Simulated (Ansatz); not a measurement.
## Electronic structure of C$_{2}$H$_{7}$BrOSi in real space

```xyz
12

C    -1.1126   -0.6185    0.9340
C     0.3561   -0.3727    0.6221
Br    1.0291    1.2073    1.6597
Si    0.7388    0.0801   -1.1965
O    -0.0113    1.5348   -1.5733
H    -1.7434    0.2252    0.5885
H    -1.2912   -0.7700    2.0175
H    -1.4491   -1.5333    0.3998
H     0.9962   -1.2060    0.9767
H     0.1294   -0.9423   -2.1127
H     2.2345    0.1098   -1.3611
H     0.2005    2.2304   -0.9205
```

The calculation used RKS PBE/def2-SVP (Ansatz 0.2.0).

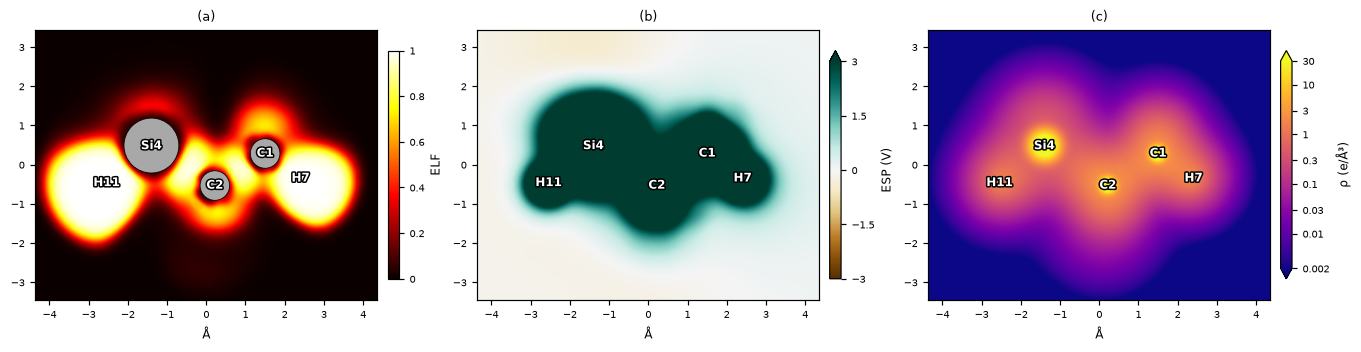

Figure 1. (a) electron localisation function; (b) electrostatic potential; (c) electron density on the plane of atoms C1, C2 and Si4. Grey discs cover the atomic cores in the ELF map.

Question: Describe what can be read from this map.

Answer: The plane passes through C, Si and H nuclei.
C–C (1.52 Å): the density is about 1.6 e/Å³ at the midpoint; the ELF peaks at about 0.95 between the atoms: a covalent bond.
C–Si (1.91 Å): ρ is about 0.92 e/Å³ halfway; the ELF peaks at about 1 between the atoms (a covalent bond).
C–H (1.11 Å): ρ is about 1.9 e/Å³ halfway; the ELF climbs to about 1 towards the hydrogen, as it does in any bond to H (a covalent bond by its length).
Si–H (1.51 Å): the density is about 0.75 e/Å³ at the midpoint; the ELF climbs to about 1 towards the hydrogen.
Outside the dense part of the molecule the potential is most negative (−0.4 V) near H10, which lies off the plane.

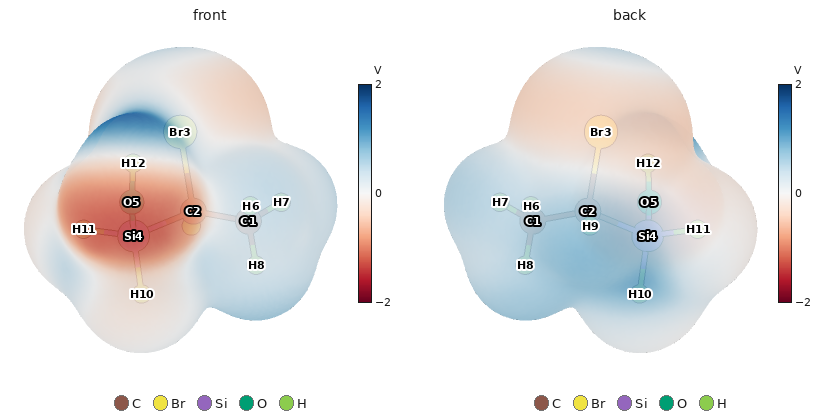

Figure 2. The molecular electrostatic potential painted on the density surface at 0.001 e/bohr³, seen from the front and from behind; red is negative and blue positive.

Question: Describe the electrostatic potential map.

Answer: The most negative region (about −1.2 V, or −28 kcal/mol for a unit charge) lies over O5, the most positive (about +1.5 V, or +35 kcal/mol for a unit charge) over H12. Br3 shows a σ-hole: about +0.4 V, or +9 kcal/mol for a unit charge at the tip opposite its bond, against about −0.2 V on its flanks. O5 is the likeliest acceptor of a hydrogen bond.

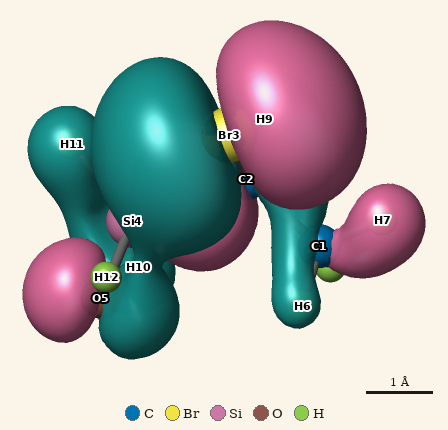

Figure 3. The HOMO at ±0.06 Å⁻³ᐟ² (teal and pink are the two phases), seen from one side.

Question: What is the character of this orbital?

Answer: It lies mainly on Br3 (about 55 %), C2 (about 15 %), Si4 (about 10 %) and O5 (about 10 %). Its energy is −6.50 eV.
